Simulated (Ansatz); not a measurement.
# C3H6FNS: single point from an input written key by key

The task is a single point from an input written key by key, for C3H6FNS. SMILES: CC(F)C(N)=S.

Program: the Python package of Ansatz 0.2.0. Level of theory: Hartree-Fock/def2-SVP. These are calculated values, not measurements.

### 1 The system

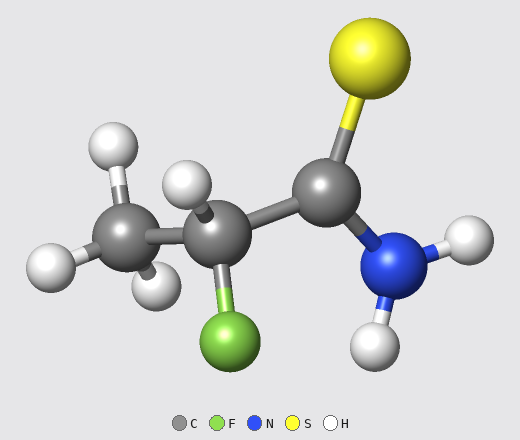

The starting structure, viewed from a chosen angle; carbon grey, fluorine green, nitrogen blue, sulfur yellow, hydrogen white.

No structure file is read: the coordinates are typed or built in the script.

### 2 Script

File deck_c3h6fns.py:

```python
import ansatz
import numpy as np

DECK = """
crystal:
  periodic: [false, false, false]
  atoms:
    - { symbol: C, position_ang: [0.2489, -0.8264, 1.292] }
    - { symbol: C, position_ang: [0.7523, 0.1945, 0.2588] }
    - { symbol: F, position_ang: [1.5415, -0.5128, -0.5922] }
    - { symbol: C, position_ang: [-0.291, 0.8633, -0.5377] }
    - { symbol: "N", position_ang: [-0.8742, 0.1196, -1.5921] }
    - { symbol: S, position_ang: [-1.0078, 2.3586, -0.1528] }
    - { symbol: H, position_ang: [1.0456, -1.2636, 1.8263] }
    - { symbol: H, position_ang: [-0.3358, -1.5573, 0.7831] }
    - { symbol: H, position_ang: [-0.4487, -0.2653, 2.0446] }
    - { symbol: H, position_ang: [1.3791, 0.9551, 0.7739] }
    - { symbol: H, position_ang: [-1.5808, 0.5508, -2.1576] }
    - { symbol: H, position_ang: [-0.352, -0.6716, -1.9124] }
basis:
  gaussian: { orbitals: def2-SVP }
hamiltonian:
  xc: hf
output:
  forces: true
accuracy: medium
scf:
  lower_state_search: standard
"""

session = ansatz.Session.from_yaml(DECK)
summary = session.plan(threads=1).execute().report

print(f"E = {summary['free_energy_ev']:.6f} eV = {summary['free_energy_ev'] / 27.211386246:.7f} Ha")
print("converged:", summary["converged"], " doubts:", summary["published_state_doubts"] or "none")
symbols = ["C", "C", "F", "C", "N", "S", "H", "H", "H", "H", "H", "H"]
state = summary["mean_field"]["state"]
print(f"mean field: {state['energy']['hartree']:.7f} Ha, <S^2> = {abs(state['spin_squared']):.4f}, stability: {state.get('stability', {}).get('kind')}")

print("forces (eV/A)")
for symbol, f in zip(symbols, summary["forces_ev_ang"]):
    print(f"  {symbol:2s} {f[0]:9.4f} {f[1]:9.4f} {f[2]:9.4f}")
charges = summary["charge_distribution"]
print("dipole moment", round(4.803205 * float(np.linalg.norm(charges["dipole_moment_e_ang"])), 3), "D")
print("Mulliken:", [(s, round(q, 3)) for s, q in zip(symbols, charges["mulliken_charges_e"])])
```

### 3 The run

Run with:

```sh
$ python deck_c3h6fns.py
```

Q: Predict the main results. Wanted: total energy; largest force; dipole moment.

As calculated:

| quantity | value |
| --- | --- |
| total energy | -18181.6628 eV |
| largest force | 5.748 eV/Å |
| dipole moment | 3.10 D |

**Reading.** Forces reach 5.75 eV/Å, so the atoms aren't at rest. The geometry is a force-field or estimated start, not a minimum of this method, and the basis set is short of its limit.
